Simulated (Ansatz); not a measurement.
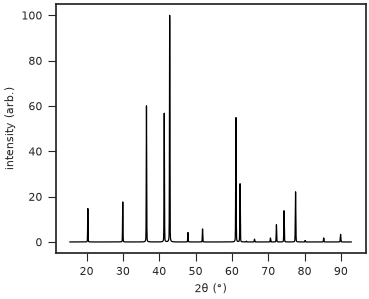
*Simulated powder pattern, Cu Kα, λ = 1.54184 Å*

The pattern belongs to a structure relaxed with plane-wave PAW PBE (Ansatz code).

Pick the material that matches.
A. MgTiNO, P4/mmm (Ti on 1a, N on 1c, Mg on 1d, O on 1b)
B. VO2, rutile
C. ZrO2, P6_3/mmc (Zr on 2c, O on 4f)
D. GaN, CsCl type

A, MgTiNO, P4/mmm (Ti on 1a, N on 1c, Mg on 1d, O on 1b)

The start of the workflow was typed in or built on a structure type; neither database checked (COD, Materials Project) lists it. Whether it is the stable phase at ambient conditions was not checked. The PBE relaxation kept the symmetry of its start; its stability against distortions is not shown here. The workflow began spin-polarised and lost its moments.

Potentials: the later of the program's two PAW sets.
